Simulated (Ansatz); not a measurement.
**AlBH₂ (triplet): one geometry, many settings at distance B1–H3 = 1.319 Å**

Aim: run AlBH₂ (triplet) at one geometry under a spread of methods and options, and see what each costs and gives.

The runs use Ansatz 0.2.0, Gaussian basis; the settings change from run to run.

16 further runs of the same task are left out: 1 for a mislabelled method, 12 that didn't finish, 3 set aside as unsound or not needed.

## Step 1: The system

The geometry derives from a PBE0/def2-TZVP stationary point (not a proven minimum). One bond is set to the value named and the two fragments are kept rigid.

4 atoms, charge 0, spin multiplicity 3.

Atoms are counted from 1 here; the program's logs count them from 0.

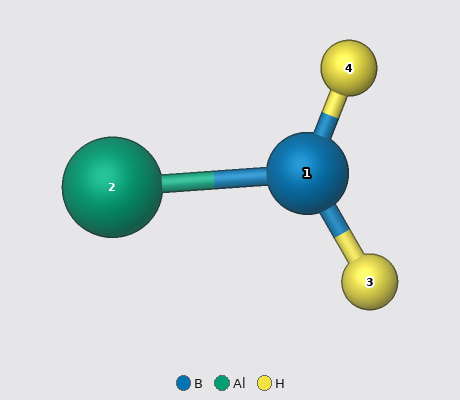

The geometry (boron blue, aluminium teal, hydrogen yellow); atoms are numbered from 1 in the order of the file.

Geometry (Å):

```csv
atom,x (Å),y (Å),z (Å)
B1,0.0000,-0.0028,1.3675
Al2,0.0000,-0.0028,-0.6907
H3,0.0000,1.1864,1.9381
H4,0.0000,-1.0804,1.8846
```

## Step 2: CCSD on UHF/STO-3G

Contents of in.yaml:

```yaml
crystal:
  periodic: [false, false, false]
  atoms:
    - {symbol: B, position_ang: [0.000000, -0.002825, 1.367531]}
    - {symbol: Al, position_ang: [0.000000, -0.002825, -0.690746]}
    - {symbol: H, position_ang: [0.000000, 1.186376, 1.938109]}
    - {symbol: H, position_ang: [0.000000, -1.080437, 1.884569]}
basis:
  gaussian: {orbitals: STO-3G}
magnetization: {spin_polarized: true, initial_magnetization: 2}
correlation: {method: ccsd, electrons: valence}
output: {forces: true}
```

The run is started by

```console
ansatz run in.yaml --threads 1 --pin off --events-out ev --progress --plain --max-ram 2393MiB
```

What it wrote, cut to the lines that bear on the results:

```text
Functional definition: HF
  name "HF"
  cite "Fock, Z. Phys. 61, 126 (1930) doi:10.1007/BF01340294"
  parent pbe
[...]
181 factors; integrals over basis functions are off by at most 1.2e-4 eV
[...]
mean field -7194.44325120 eV, -264.3909129127 hartree, gradient 2.3e-6 eV, S^2 2.031417; 3 other end points of the search recorded, 0 dependent functions left out
determinant -7194.44325120 eV, -264.3909129127 hartree, with singles and doubles -7196.73887884 eV, -264.4752756726 hartree
determinant -7192.20151932 eV, -264.3085307858 hartree, with singles and doubles -7193.99386961 eV, -264.3743984440 hartree
6 core orbitals not correlated: weight in the atoms' cores, before any rotation towards them, 1.000 or more for the frozen orbitals, at most 0.000 for the correlated occupied ones
reference -7194.44325120 eV, -264.3909129127 hartree; 5, 3 occupied and 5, 7 virtual orbitals, 181 factors
second order -1.42218161 eV of doubles, -0.00000000 eV of singles
cycle   1  -2.29455384 eV  change    1.1e-3 eV  update   1.5e-3
[...]
cycle   9  -2.29366934 eV  change    1.7e-6 eV  update   6.4e-7
[...]
Total energy: -7196.73692054 eV, -264.4752037062 hartree
Atom 0 at     0.000000    -0.002825     1.367531 Å, force    -0.000000     2.278748    -0.238855 eV/Å
Atom 1 at     0.000000    -0.002825    -0.690746 Å, force     0.000000     0.032194     1.570194 eV/Å
Atom 2 at     0.000000     1.186376     1.938109 Å, force    -0.000000    -2.865551    -1.256918 eV/Å
Atom 3 at     0.000000    -1.080437     1.884569 Å, force    -0.000000     0.554609    -0.074421 eV/Å
Dipole moment:    -0.000000    -0.019153    -1.044641 e Å
```

Wall time 0.36 s (1 thread of Arm Neoverse V1, shared host).

From the report: ⟨S²⟩ of the determinant 2.031 (pure triplet: 2.00); correlation -2.2937 eV; T1 0.035; largest double amplitude 0.12.

## Step 3: FCI/STO-3G

in.yaml: that of step 2 with these lines changed.

```diff
@@ -9,4 +9,4 @@
   gaussian: {orbitals: STO-3G}
-magnetization: {spin_polarized: true, initial_magnetization: 2}
-correlation: {method: ccsd, electrons: valence}
+magnetization: {spin_polarized: false, initial_magnetization: 2}
+correlation: {method: fci, electrons: outside_noble_gas}
 output: {forces: true}
```

The command is unchanged.

What it wrote, cut to the lines that bear on the results:

```text
Functional definition: HF
  name "HF"
  cite "Fock, Z. Phys. 61, 126 (1930) doi:10.1007/BF01340294"
  parent pbe
[...]
258 factors; integrals over basis functions are off by at most 2.9e-8 eV
[...]
mean field -7194.21054980 eV, -264.3823612941 hartree, gradient 3.0e-6 eV, S^2 2.000000; 0 other end points of the search recorded, 0 dependent functions left out
[...]
6 core orbitals not correlated: weight in the atoms' cores, before any rotation towards them, 1.000 or more for the frozen orbitals, at most 0.000 for the correlated occupied ones
reference -7194.21054980 eV, -264.3823612941 hartree; 5, 3 occupied and 5, 7 virtual orbitals, 258 factors
state -7196.77460510 eV, -264.4765885885 hartree
[...]
Total energy: -7196.77460510 eV, -264.4765885885 hartree
Atom 0 at     0.000000    -0.002825     1.367531 Å, force    -0.000000     2.269464    -0.275216 eV/Å
Atom 1 at     0.000000    -0.002825    -0.690746 Å, force     0.000000     0.033191     1.573008 eV/Å
Atom 2 at     0.000000     1.186376     1.938109 Å, force     0.000000    -2.831540    -1.239182 eV/Å
Atom 3 at     0.000000    -1.080437     1.884569 Å, force    -0.000000     0.528885    -0.058611 eV/Å
Dipole moment:     0.000000    -0.019002    -1.032583 e Å
```

Run time: 0.51 s. Hardware: 1 thread of Arm Neoverse V1, shared host.

From the report: 21,952 determinants, symmetry A''.

## Step 4: NEVPT2(4,4)/6-31G

in.yaml: that of step 3 with these lines changed.

```diff
@@ -8,5 +8,4 @@
 basis:
-  gaussian: {orbitals: STO-3G}
+  gaussian: {orbitals: 6-31G}
 magnetization: {spin_polarized: false, initial_magnetization: 2}
-correlation: {method: fci, electrons: outside_noble_gas}
-output: {forces: true}
+correlation: {method: sc_nevpt2, electrons: all, active_space: {window: {electrons: 4, orbitals: 4}}}
```

The command is unchanged.

What it wrote, cut to the lines that bear on the results:

```text
Functional definition: HF
  name "HF"
  cite "Fock, Z. Phys. 61, 126 (1930) doi:10.1007/BF01340294"
  parent pbe
[...]
328 factors; integrals over basis functions are off by at most 3.0e-4 eV
[...]
mean field -7282.64522269 eV, -267.6322755795 hartree, gradient 1.9e-6 eV, S^2 2.000000; 7 other end points of the search recorded, 0 dependent functions left out
reference -7282.64522269 eV, -267.6322755795 hartree; 11, 9 occupied and 15, 17 virtual orbitals, 328 factors
state -7283.09360740 eV, -267.6487534139 hartree
state -7283.09360740 eV, -267.6487534139 hartree; corrected -7284.96189244 eV, -267.7174116225 hartree
state -7282.98832209 eV, -267.6448842501 hartree
state -7282.98832209 eV, -267.6448842501 hartree; corrected -7284.93732951 eV, -267.7165089515 hartree
state -7283.09360740 eV, -267.6487534139 hartree; corrected -7284.96189244 eV, -267.7174116225 hartree
Total energy: -7284.96189244 eV, -267.7174116225 hartree
```

Wall time 0.6 s (1 thread of Arm Neoverse V1, shared host).

From the report: 18 determinants; active occupations 1.98, 1.00, 1.00, 0.02.

## Step 5: CCSDT on UHF/6-31G

in.yaml: that of step 4 with these lines changed.

```diff
@@ -9,3 +9,3 @@
   gaussian: {orbitals: 6-31G}
-magnetization: {spin_polarized: false, initial_magnetization: 2}
-correlation: {method: sc_nevpt2, electrons: all, active_space: {window: {electrons: 4, orbitals: 4}}}
+magnetization: {spin_polarized: true, initial_magnetization: 2}
+correlation: {method: ccsdt, electrons: outside_noble_gas}
```

Same command.

What it wrote, cut to the lines that bear on the results:

```text
Functional definition: HF
  name "HF"
  cite "Fock, Z. Phys. 61, 126 (1930) doi:10.1007/BF01340294"
  parent pbe
[...]
563 factors; integrals over basis functions are off by at most 2.4e-7 eV
[...]
mean field -7282.71279483 eV, -267.6347588099 hartree, gradient 1.6e-6 eV, S^2 2.014685; 10 other end points of the search recorded, 0 dependent functions left out
determinant -7282.71279483 eV, -267.6347588099 hartree, with singles and doubles -7285.51572253 eV, -267.7377645031 hartree
determinant -7281.70764170 eV, -267.5978201138 hartree, with singles and doubles -7284.07521385 eV, -267.6848267857 hartree
determinant -7280.29513253 eV, -267.5459113590 hartree, with singles and doubles -7283.01101105 eV, -267.6457180538 hartree
determinant -7279.28733437 eV, -267.5088754598 hartree, with singles and doubles -7282.55638455 eV, -267.6290108383 hartree
6 core orbitals not correlated: weight in the atoms' cores, before any rotation towards them, 1.000 or more for the frozen orbitals, at most 0.000 for the correlated occupied ones
reference -7282.71279483 eV, -267.6347588099 hartree; 5, 3 occupied and 15, 17 virtual orbitals, 563 factors
second order -2.08728703 eV of doubles, -0.00000000 eV of singles
cycle   1  -2.51501747 eV  change   -4.3e-1 eV  update   7.7e-2
[...]
cycle  16  -2.91378273 eV  change    7.7e-7 eV  update   4.3e-7
Total energy: -7285.62657755 eV, -267.7418383500 hartree
```

Run time: 2.1 s. Hardware: 1 thread of Arm Neoverse V1, shared host.

From the report: ⟨S²⟩ of the determinant 2.015 (pure triplet: 2.00); correlation -2.9138 eV; T1 0.037; largest double amplitude 0.13.

## Step 6: HF/cc-pVDZ

in.yaml: that of step 5 with these lines changed.

```diff
@@ -8,4 +8,5 @@
 basis:
-  gaussian: {orbitals: 6-31G}
-magnetization: {spin_polarized: true, initial_magnetization: 2}
-correlation: {method: ccsdt, electrons: outside_noble_gas}
+  gaussian: {orbitals: cc-pVDZ}
+magnetization: {spin_polarized: false, initial_magnetization: 2}
+hamiltonian: {xc: hf}
+output: {forces: true, orbitals: {seedname: orbitals}}
```

Same command.

What it wrote, cut to the lines that bear on the results:

```text
Functional definition: HF
  name "HF"
  cite "Fock, Z. Phys. 61, 126 (1930) doi:10.1007/BF01340294"
  parent pbe
[...]
399 factors; integrals over basis functions are off by at most 1.1e-3 eV
[...]
mean field -7283.54126256 eV, -267.6652044376 hartree, gradient 2.5e-5 eV, S^2 2.000000; 3 other end points of the search recorded, 0 dependent functions left out
[...]
reference -7283.54126256 eV, -267.6652044376 hartree; 11, 9 occupied and 31, 33 virtual orbitals, 399 factors
Total energy: -7283.54126256 eV, -267.6652044376 hartree
Atom 0 at     0.000000    -0.002825     1.367531 Å, force     0.000000     2.039888     0.601348 eV/Å
Atom 1 at     0.000000    -0.002825    -0.690746 Å, force    -0.000000     0.043012    -0.188243 eV/Å
Atom 2 at     0.000000     1.186376     1.938109 Å, force     0.000000    -2.179259    -0.762001 eV/Å
Atom 3 at     0.000000    -1.080437     1.884569 Å, force    -0.000000     0.096360     0.348896 eV/Å
Dipole moment:     0.000000    -0.028615    -0.403483 e Å
```

Wall time 0.6 s (1 thread of Arm Neoverse V1, shared host).

## Step 7: CASSCF(4,9)/6-31G

in.yaml: that of step 6 with these lines changed.

```diff
@@ -8,5 +8,5 @@
 basis:
-  gaussian: {orbitals: cc-pVDZ}
+  gaussian: {orbitals: 6-31G}
 magnetization: {spin_polarized: false, initial_magnetization: 2}
-hamiltonian: {xc: hf}
-output: {forces: true, orbitals: {seedname: orbitals}}
+correlation: {active_space: {window: {electrons: 4, orbitals: 9}}}
+output: {forces: true}
```

Launched as before.

What it wrote, cut to the lines that bear on the results:

```text
Functional definition: HF
  name "HF"
  cite "Fock, Z. Phys. 61, 126 (1930) doi:10.1007/BF01340294"
  parent pbe
[...]
328 factors; integrals over basis functions are off by at most 3.0e-4 eV
[...]
mean field -7282.64522269 eV, -267.6322755795 hartree, gradient 1.9e-6 eV, S^2 2.000000; 7 other end points of the search recorded, 0 dependent functions left out
reference -7282.64522269 eV, -267.6322755795 hartree; 11, 9 occupied and 15, 17 virtual orbitals, 328 factors
state -7283.73695949 eV, -267.6723961672 hartree
[...]
Total energy: -7283.73695949 eV, -267.6723961672 hartree
Atom 0 at     0.000000    -0.002825     1.367531 Å, force     0.000000     1.918751     1.611072 eV/Å
Atom 1 at     0.000000    -0.002825    -0.690746 Å, force    -0.000000     0.042935    -0.836687 eV/Å
Atom 2 at     0.000000     1.186376     1.938109 Å, force    -0.000000    -2.302569    -0.908943 eV/Å
Atom 3 at     0.000000    -1.080437     1.884569 Å, force     0.000000     0.340883     0.134558 eV/Å
Dipole moment:     0.000000    -0.031082    -0.393893 e Å
```

Wall time 9 s (1 thread of Arm Neoverse V1, shared host).

From the report: 1,296 determinants; active occupations 1.93, 1.00, 0.98, 0.04, 0.02, 0.02, 0.00, 0.00, 0.00.

## Step 8: All runs side by side

Where basis and cores are those of an earlier FCI/6-31G run (-7285.6314 eV), and the state is the same kind, the miss against it is given.

```csv
level,correlated,functions,energy (eV),from FCI (meV),time
CCSD on UHF/STO-3G,valence,16,-7196.7369,,0.36 s
FCI/STO-3G,outside noble gas,16,-7196.7746,,0.51 s
"NEVPT2(4,4)/6-31G",all,26,-7284.9619,,0.6 s
CCSDT on UHF/6-31G,outside noble gas,26,-7285.6266,4.8,2.1 s
HF/cc-pVDZ,,42,-7283.5413,,0.6 s
"CASSCF(4,9)/6-31G",,26,-7283.7370,1894.5,9 s
```

## Step 9: What came out

```
quantity                       value
    runs                           6
quickest  CCSD on UHF/STO-3G, 0.36 s
 slowest      CASSCF(4,9)/6-31G, 9 s
```

In words: Total energies in different bases, with other cores or another treatment of relativity can't be set against each other. CASSCF(4,9)/6-31G took 25 times as long as CCSD on UHF/STO-3G; the jobs differ in more than the method. Hartree-Fock, CASSCF and CASCI lack dynamic correlation by design.
